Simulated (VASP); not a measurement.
Band structure of SrVO$_{3}$ (cubic perovskite). All values below come from PBEsol GGA with spin-orbit coupling, VASP's PBE PAW potentials (set 64) (plane waves; VASP 6.6.1).

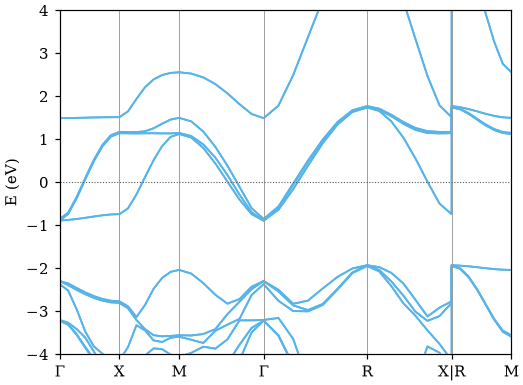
Figure: Bands along high-symmetry lines, zero at the valence-band maximum or, without a gap, the Fermi level

Task: Read the plot: is there a gap, and where are the band edges?

Result: It has no gap at this level: it comes out as a metal or semimetal.

The compound is SrVO3 in the cubic perovskite structure. It was relaxed first.
